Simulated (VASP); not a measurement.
## Geometry relaxation, with input and output: Al$_{8}$CN$_{7}$ (part 2 of 4)

The same run, continued: Al$_{8}$CN$_{7}$ (defect cell, 16 atoms in the cell); Kohn-Sham DFT of a periodic cell, PBE, VASP PAW PBE potentials, recommended, no spin polarisation (VASP 6.6.1); cutoff 450 eV, 2×2×2 k-mesh, Gaussian smearing of 0.01 eV. The structure derives from an entry of the Crystallography Open Database.

Geometry of the input (Å; fractional positions):
```
0.0000  0.0000  5.0159
6.2557  0.0000  0.0000
-3.1279  5.4176  0.0000
Al 0.9964  0.1758  0.3491
Al 0.9993  0.1667  0.8333
Al 0.9993  0.6667  0.3333
Al 0.9993  0.6667  0.8333
Al 0.5060  0.3452  0.1827
Al 0.4961  0.3473  0.6690
Al 0.4978  0.8333  0.1703
Al 0.4993  0.8333  0.6667
C  0.3782  0.1625  0.3292
N  0.3807  0.1667  0.8333
N  0.3807  0.6667  0.3333
N  0.3807  0.6667  0.8333
N  0.8807  0.3333  0.1667
N  0.8807  0.3333  0.6667
N  0.8807  0.8333  0.1667
N  0.8807  0.8333  0.6667
```

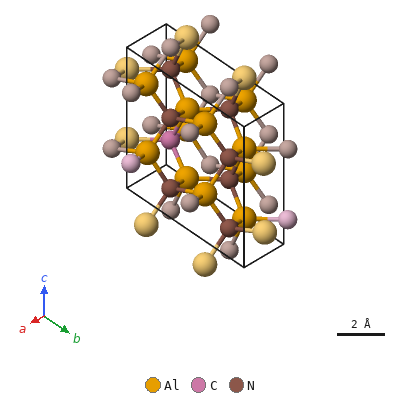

*The starting structure (ball-and-stick view of the cell of the calculation, seen slightly off an axis; neighbours outside the cell are drawn fainter).*

Parts of OUTCAR, continued
```
  Length of vectors
     0.099682491  0.092291396  0.092291381

  Shift w.r.t. Gamma in fractional coordinates (k-lattice)
     0.000000000  0.000000000  0.000000000

 Subroutine IBZKPT returns following result:
 ===========================================

 Found      8 irreducible k-points:

 Following reciprocal coordinates:
            Coordinates               Weight
  0.000000  0.000000  0.000000      1.000000
  0.500000  0.000000  0.000000      1.000000
  0.000000  0.500000  0.000000      1.000000
  0.000000  0.000000  0.500000      1.000000
  0.000000  0.500000  0.500000      1.000000
  0.500000  0.500000  0.000000      1.000000
  0.500000  0.000000  0.500000      1.000000
  0.500000  0.500000  0.500000      1.000000
   k-points           NKPTS =      8   k-points in BZ     NKDIM =      8   number of bands    NBANDS=     44
   number of dos      NEDOS =    301   number of ions     NIONS =     16
   total plane-waves  NPLWV =  28672
   dimension x,y,z NGX =    28 NGY =   32 NGZ =   32
   dimension x,y,z NGXF=    56 NGYF=   64 NGZF=   64
   ions per type =               8   1   7
   NGX,Y,Z   is equivalent  to a cutoff of   9.28,  8.50,  8.50 a.u.
   NGXF,Y,Z  is equivalent  to a cutoff of  18.56, 17.01, 17.01 a.u.
 SYSTEM =  unknown system
   PREC   = normal    normal or accurate (medium, high low for compatibility)
   ISTART =      0    job   : 0-new  1-cont  2-samecut
   ICHARG =      2    charge: 1-file 2-atom 10-const
   ISPIN  =      1    spin polarized calculation?
   LNONCOLLINEAR =      F non collinear calculations
   LSORBIT =      F    spin-orbit coupling
   LASPH  =      T    aspherical Exc in radial PAW
   ENCUT  =  450.0 eV  33.07 Ry    5.75 a.u.   8.68 10.82 10.82*2*pi/ulx,y,z
   NELM   =     80;   NELMIN=  2; NELMDL= -5     # of ELM steps
   EDIFF  = 0.1E-05   stopping-criterion for ELM
   LREAL  =      T    real-space projection
   EDIFFG = -.3E-01   stopping-criterion for IOM
   NSW    =     70    number of steps for IOM
   IBRION =      2    ionic relax: 0-MD 1-quasi-New 2-CG
   NFREE  =      1    steps in history (QN), initial steepest desc. (CG)
   ISIF   =      2    stress and relaxation
   ISYM   =      0    0-nonsym 1-usesym 2-fastsym
   POTIM  = 0.5000    time-step for ionic-motion
   TEBEG  =    0.0;   TEEND  =   0.0 temperature during run
   PSTRESS=    0.0 pullay stress
   NELECT =      64.0000    total number of electrons
   NUPDOWN=      -1.0000    fix difference up-down
   EMIN   =  10.00;   EMAX   =-10.00  energy-range for DOS
   EFERMI =   0.00;   METHOD = LEGACY
   ISMEAR =     0;   SIGMA  =   0.01  broadening in eV -4-tet -1-fermi 0-gaus
   EFERMI_NEDOS =   21; number of points for ismear=-14 and -15
   IALGO  =     38    algorithm
   IMIX   =      4    mixing-type and parameters
     AMIX     =   0.40;   BMIX     =  1.00
     AMIX_MAG =   1.60;   BMIX_MAG =  1.00
  volume/ion in A,a.u.               =      10.62        71.70
  Fermi-wavevector in a.u.,A,eV,Ry     =   1.182103  2.233851 19.012351  1.397368
  Thomas-Fermi vector in A             =   2.318364
   LORBIT       =      0    0 simple, 1 ext, 2 COOP (PROOUT), +10 PAW based schemes
   GGA     = PE    functional components
   LHFCALC =     F    Hartree Fock is set to
   AEXX    =    0.0000 exact exchange contribution
   IVDW    =     0    specifies the selected vdW correction
   LEPSILON=     F    determine dielectric tensor
   LRPA    =     F    only Hartree local field effects (RPA)
 conjugate gradient relaxation of ions
 non-spin polarized calculation
 Gauss-broadening in eV      SIGMA  =   0.01
  energy-cutoff  :      450.00
  volume of cell :      170.00
 maximum number of plane-waves:      3726
   NGX = 17   NGY = 21   NGZ = 21

--------------------------------------- Ionic step        1  -------------------------------------------

 number of electron      63.9999973 magnetization

 Free energy of the ion-electron system (eV)
  ---------------------------------------------------
  ext. energy  EPLUGINS =         0.00000000
  ---------------------------------------------------
  free energy    TOTEN  =      -108.05807574 eV

  energy without entropy =     -108.05807574  energy(sigma->0) =     -108.05807574

------------------------ aborting loop because EDIFF is reached ----------------------------------------

  FORCE on cell =-STRESS in cart. coord.  units (eV):
  Direction    XX          YY          ZZ          XY          YZ          ZX
  --------------------------------------------------------------------------------------
  -------------------------------------------------------------------------------------
  Total       15.3157389     14.5281371     14.2840689      0.7414970     -1.3737003     -0.7133065
  in kB      144.3478832    136.9248885    134.6245925      6.9884659    -12.9468603     -6.7227766
  external PRESSURE =     138.6324547 kB  Pullay stress =       0.0000000 kB

 VOLUME and BASIS-vectors are now :
 -----------------------------------------------------------------------------
  energy-cutoff  :      450.00
  volume of cell :      170.00
      direct lattice vectors                 reciprocal lattice vectors
     0.000000000  0.000000000  5.015926000     0.000000000  0.000000000  0.199364983
     6.255732000  0.000000000  0.000000000     0.159853395  0.092291381  0.000000000
    -3.127866000  5.417624000  0.000000000     0.000000000  0.184582762  0.000000000

 POSITION                                       TOTAL-FORCE (eV/Angst)
 -----------------------------------------------------------------------------------
      0.00803      1.89122      4.99792        -0.151379     -1.901703      0.305168
     -1.56393      4.51469      5.01241         0.167771      0.449028      0.410836
      3.12786      1.80588      5.01241         0.046237     -0.448365      0.199247
      1.56393      4.51469      5.01241        -0.102010      0.482587      0.177381
      1.58765      0.98996      2.53788        -1.084988     -1.414539     -0.718184
      0.08013      3.62424      2.48822        -1.911396     -0.959322     -0.081962
      4.68016      0.92251      2.49672         0.644049     -0.049963      0.086512
      3.12787      3.61175      2.50445         0.566974      0.371810     -0.322260
     -0.01321      1.78354      1.89703         0.440315      0.925942      0.269300
     -1.56393      4.51469      1.90957         0.417716      0.296682      0.245833
      3.12786      1.80588      1.90957         0.145645      0.442587     -0.101173
      1.56393      4.51469      1.90957         0.606231      0.344360     -0.158240
      1.56393      0.90294      4.41753         0.673000      0.051756      0.163451
      0.00000      3.61175      4.41753         0.261350      1.669298     -0.439532
      4.69180      0.90294      4.41753        -0.588190     -0.170292     -0.029142
      3.12787      3.61175      4.41753        -0.131325     -0.089867     -0.007234
 -----------------------------------------------------------------------------------
    total drift:                               -0.000577      0.016292      0.039827

  FREE ENERGIE OF THE ION-ELECTRON SYSTEM (eV)
  ---------------------------------------------------
  free  energy   TOTEN  =      -108.0580757422 eV

  energy  without entropy=     -108.0580757422  energy(sigma->0) =     -108.05807574

--------------------------------------- Ionic step        2  -------------------------------------------

 number of electron      63.9999990 magnetization

------------------------ aborting loop because EDIFF is reached ----------------------------------------

  FORCE on cell =-STRESS in cart. coord.  units (eV):
  Direction    XX          YY          ZZ          XY          YZ          ZX
  --------------------------------------------------------------------------------------
  -------------------------------------------------------------------------------------
  Total       14.6507200     15.3179995     13.8087234     -0.4784719      0.5812410      0.3361653
  in kB      138.0802082    144.3691891    130.1445529     -4.5095050      5.4780842      3.1682930
  external PRESSURE =     137.5313167 kB  Pullay stress =       0.0000000 kB

 VOLUME and BASIS-vectors are now :
 -----------------------------------------------------------------------------
  energy-cutoff  :      450.00
  volume of cell :      170.00
      direct lattice vectors                 reciprocal lattice vectors
     0.000000000  0.000000000  5.015926000     0.000000000  0.000000000  0.199364983
     6.255732000  0.000000000  0.000000000     0.159853395  0.092291381  0.000000000
    -3.127866000  5.417624000  0.000000000     0.000000000  0.184582762  0.000000000

 POSITION                                       TOTAL-FORCE (eV/Angst)
 -----------------------------------------------------------------------------------
      0.00073      1.79948      5.01265         0.010432      0.585204     -0.397469
     -1.55584      4.53635      0.01630         0.068105     -0.194756     -0.167645
      3.13010      1.78425      0.00610         0.034621      0.432024      0.135178
      1.55901      4.53797      0.00504         0.092959     -0.226529      0.045767
      1.53531      0.92172      2.50324         0.682517      0.058933      0.054813
     -0.01208      3.57796      2.48427         0.652547      1.155643      0.346191
      4.71123      0.92010      2.50090        -0.214758     -0.080771     -0.106494
      3.15522      3.62969      2.48890        -0.382330     -0.154578      0.100876
      0.00803      1.82821      1.91002        -0.262587     -0.658828     -0.185789
     -1.54378      4.52900      1.92143        -0.154426      0.102548     -0.188082
      3.13489      1.82723      1.90469        -0.065405     -0.306182      0.199912
      1.59318      4.53130      1.90193        -0.379948     -0.130927      0.148961
      1.59640      0.90543      4.42542        -0.332937     -0.202323     -0.181327
      0.01261      3.69228      4.39633        -0.328509     -0.724891      0.260241
      4.66342      0.89472      4.41613         0.265457      0.138555     -0.108127
      3.12153      3.60741      4.41718         0.314263      0.206879      0.042993
 -----------------------------------------------------------------------------------
    total drift:                               -0.006296     -0.000048      0.035254

  FREE ENERGIE OF THE ION-ELECTRON SYSTEM (eV)
  ---------------------------------------------------
  free  energy   TOTEN  =      -108.2975080661 eV

  energy  without entropy=     -108.2975080661  energy(sigma->0) =     -108.29750807

--------------------------------------- Ionic step        3  -------------------------------------------

 number of electron      63.9999980 magnetization

------------------------ aborting loop because EDIFF is reached ----------------------------------------

  FORCE on cell =-STRESS in cart. coord.  units (eV):
  Direction    XX          YY          ZZ          XY          YZ          ZX
  --------------------------------------------------------------------------------------
  -------------------------------------------------------------------------------------
  Total       14.6705130     14.5306448     13.8867263     -0.0691912      0.0264526      0.0599085
  in kB      138.2667537    136.9485235    130.8797154     -0.6521138      0.2493105      0.5646257
  external PRESSURE =     135.3649976 kB  Pullay stress =       0.0000000 kB

 VOLUME and BASIS-vectors are now :
 -----------------------------------------------------------------------------
  energy-cutoff  :      450.00
  volume of cell :      170.00
      direct lattice vectors                 reciprocal lattice vectors
     0.000000000  0.000000000  5.015926000     0.000000000  0.000000000  0.199364983
     6.255732000  0.000000000  0.000000000     0.159853395  0.092291381  0.000000000
    -3.127866000  5.417624000  0.000000000     0.000000000  0.184582762  0.000000000

 POSITION                                       TOTAL-FORCE (eV/Angst)
 -----------------------------------------------------------------------------------
      0.00318      1.83026      5.00771        -0.046831     -0.059562     -0.239188
     -1.55856      4.52908      0.00965         0.086955      0.019012      0.028398
      3.12935      1.79150      0.00287         0.034028      0.138311      0.149368
      1.56066      4.53016      0.00217         0.026795      0.014720      0.082187
      1.55287      0.94461      2.51486         0.148417     -0.468047     -0.223293
      0.01886      3.59349      2.48560        -0.101657      0.460619      0.122635
      4.70081      0.92090      2.49950         0.066057     -0.072731     -0.043780
      3.14604      3.62367      2.49412        -0.062758      0.025171     -0.045526
      0.00091      1.81322      1.90566        -0.057370     -0.066402     -0.001513
     -1.55054      4.52420      1.91745         0.045622      0.195867     -0.020679
      3.13253      1.82006      1.90632        -0.021772     -0.073053      0.119161
      1.58337      4.52573      1.90450        -0.151317     -0.029828      0.084740
      1.58551      0.90460      4.42277         0.016763     -0.113787     -0.069938
      0.00838      3.66526      4.40344        -0.125801     -0.114643      0.103731
      4.67294      0.89748      4.41660        -0.025266      0.036635     -0.075652
      3.12366      3.60887      4.41730         0.168133      0.107717      0.029351
 -----------------------------------------------------------------------------------
    total drift:                                0.022804     -0.021384      0.033863

  FREE ENERGIE OF THE ION-ELECTRON SYSTEM (eV)
  ---------------------------------------------------
  free  energy   TOTEN  =      -108.3677247065 eV

  energy  without entropy=     -108.3677247065  energy(sigma->0) =     -108.36772471

[... ionic steps 4 to 7 ...]

--------------------------------------- Ionic step        8  -------------------------------------------

 number of electron      63.9999983 magnetization

------------------------ aborting loop because EDIFF is reached ----------------------------------------

  FORCE on cell =-STRESS in cart. coord.  units (eV):
  Direction    XX          YY          ZZ          XY          YZ          ZX
  --------------------------------------------------------------------------------------
  -------------------------------------------------------------------------------------
  Total       14.5876441     14.5676019     13.6015662     -0.0077287     -0.0113989      0.0012270
  in kB      137.4857309    137.2968362    128.1921363     -0.0728419     -0.1074321      0.0115645
  external PRESSURE =     134.3249011 kB  Pullay stress =       0.0000000 kB

 VOLUME and BASIS-vectors are now :
 -----------------------------------------------------------------------------
  energy-cutoff  :      450.00
  volume of cell :      170.00
      direct lattice vectors                 reciprocal lattice vectors
     0.000000000  0.000000000  5.015926000     0.000000000  0.000000000  0.199364983
     6.255732000  0.000000000  0.000000000     0.159853395  0.092291381  0.000000000
    -3.127866000  5.417624000  0.000000000     0.000000000  0.184582762  0.000000000

 POSITION                                       TOTAL-FORCE (eV/Angst)
```
